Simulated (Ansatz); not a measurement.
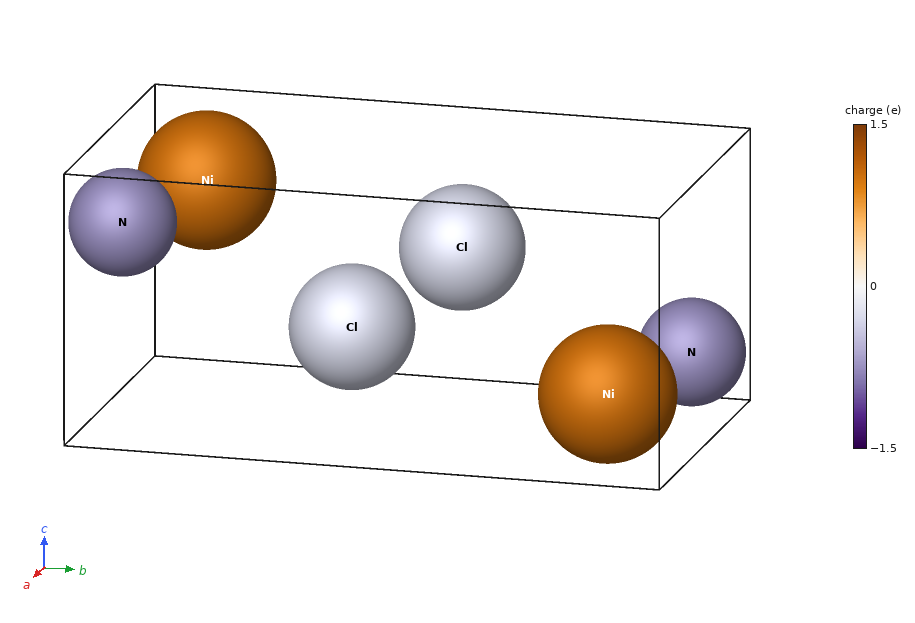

The crystal in a spheres-only representation, seen slightly off an axis. Lines trace the edges of the simulation cell. The atoms of this NiNCl cell are coloured by their Bader charge.

Computational set-up: DFT, PAW plane waves, LDA, spin-orbit (Ansatz), a 420 eV plane-wave basis, k-grid 5×3×5, Fermi-Dirac smearing of 0.1 eV, spinor wavefunctions. The pressure of the cell is 20 GPa.

Which element is the most positive, and which the most negative?

Most positive: Ni; most negative: N. Charges: about Ni +1.0 e; N -0.7 e; Cl -0.3 e.

The cell started as a generated cell, made by putting these elements into a known structure type (the compound may or may not exist in this form). Relaxation method: Ansatz 0.2.0, DFT, PAW plane waves, LDA, spin-orbit.

At this level of theory the cell isn't at rest (compressed, at 20 GPa), so its distances can differ from those at equilibrium, the more so the softer the solid.
